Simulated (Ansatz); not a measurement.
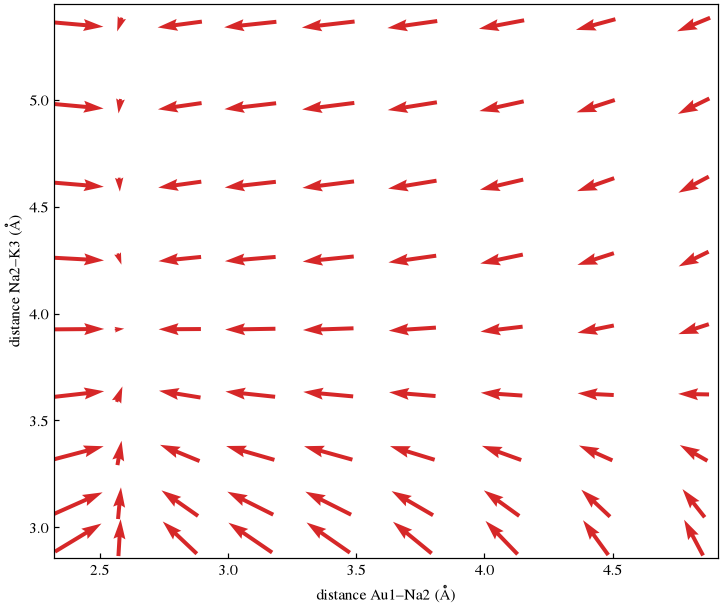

The system Au + NaK, spin multiplicity 2. Coordinates scanned: (1) distance Au1–Na2; (2) distance Na2–K3. Nothing is relaxed (the angle Au1–Na2–K3 is fixed at 160 degrees). The scan uses a 9 × 9 grid. Points are written as (first, second). The calculation used Ansatz 0.2.0, UKS SPW92 (LDA)/def2-SVPD.

Drawn: arrows along the force (downhill), their lengths compressed.

> The arrows alone are given. Where is the energy lowest?

The arrows converge at (2.577 Å, 3.927 Å) (read from the interpolated surface).

The energy map of the same scan:

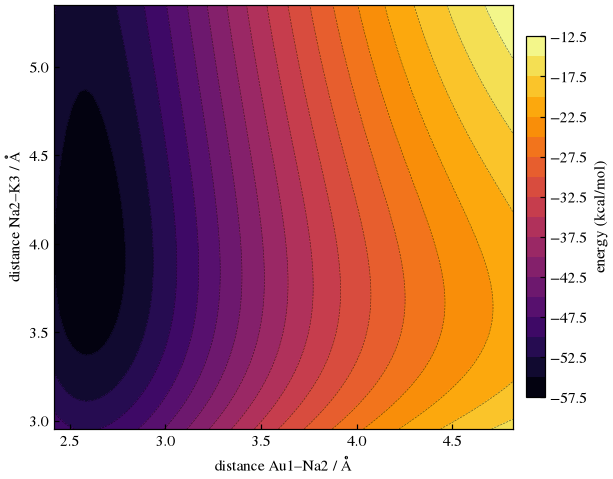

Energies are in kcal/mol, from Au far from the relaxed NaK (each part in its own basis); between grid points the surface is interpolated.
